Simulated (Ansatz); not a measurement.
GaHN2Si

Input

```
crystal:
  periodic: [false, false, false]
  atoms:
    - {symbol: Ga, position_ang: [-1.271225, 2.617168, -2.860215]}
    - {symbol: "N", position_ang: [-0.550703, 0.904043, -1.693994]}
    - {symbol: "N", position_ang: [-0.878169, 2.286804, -0.899882]}
    - {symbol: Si, position_ang: [-1.413410, 0.910114, -0.057962]}
    - {symbol: H, position_ang: [0.462578, 0.753341, -1.638349]}
basis:
  gaussian:
    orbitals: def2-TZVPD
hamiltonian:
  xc: pbe0
total_charge: 0
output:
  forces: true
  orbitals: {seedname: orbitals}
```

Run with:

```sh
ansatz run input.yaml --threads 1 --pin off --max-ram 2610MiB --events-out events.jsonl --progress --plain --runs-dir runs
```

Geometry: B3LYP-D3(BJ)/def2-SVP.

All numbers below come from isolated molecule in a Gaussian basis; Kohn-Sham density functional theory, functional PBE0 (Ansatz).

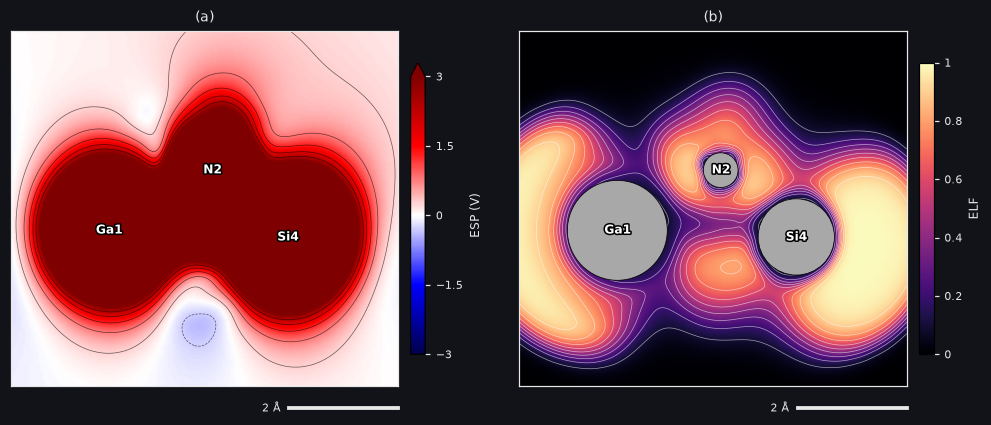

Figure 1. (a) molecular electrostatic potential; (b) electron localisation function on the plane of atoms Ga1, N2 and Si4. Grey discs cover the atomic cores in the ELF map.

What do the fields say about this system?

Answer. The section cuts through Ga, N and Si sites.
Si–N (1.85 Å): the ELF peaks at about 0.85 between the atoms, as expected for a polar covalent bond.
Ga–N (2.19 Å): the ELF peaks at about 0.85 in the valence shell of N, 0.6 Å from its nucleus, and is about 0.25 at the midpoint.
The ELF also peaks beside Si4, away from the bonds: lone-pair regions.
Outside the dense part of the molecule the potential is most negative (−0.4 V) near N3, which lies off the plane.

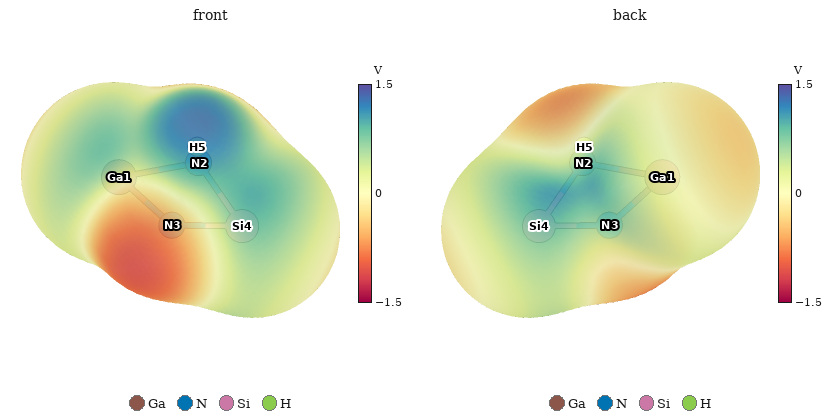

Figure 2. The molecular electrostatic potential painted on the density surface at 0.001 e/bohr³, seen from the front and from behind; the colour scale runs from red (negative) to blue (positive).

Where is the surface potential most negative and most positive?

Answer. The most negative region (about −1.1 V, or −25 kcal/mol for a unit charge) lies over N3, the most positive (about +1.3 V, or +30 kcal/mol for a unit charge) over H5. N3 is the likeliest acceptor of a hydrogen bond.

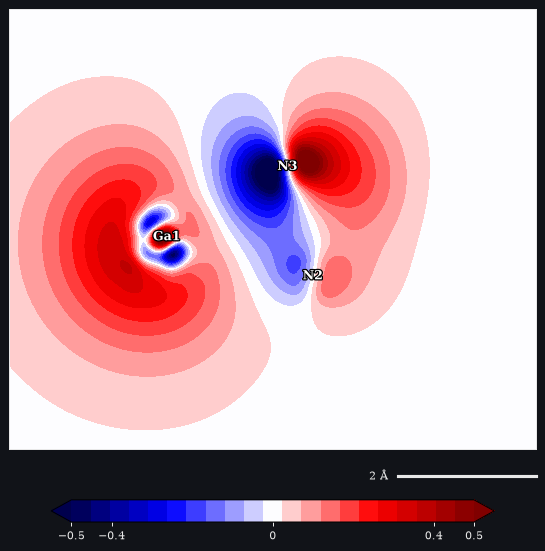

Figure 3. One frontier orbital on the plane of atoms N2, Ga1 and N3 (values in Å⁻³ᐟ²; the overall sign is arbitrary).

Which orbital is it: HOMO or LUMO?

Answer. The HOMO, at −6.70 eV. By Hirshfeld shares it lies mainly on Ga1 (about 60 %), Si4 (about 20 %) and N3 (about 15 %).
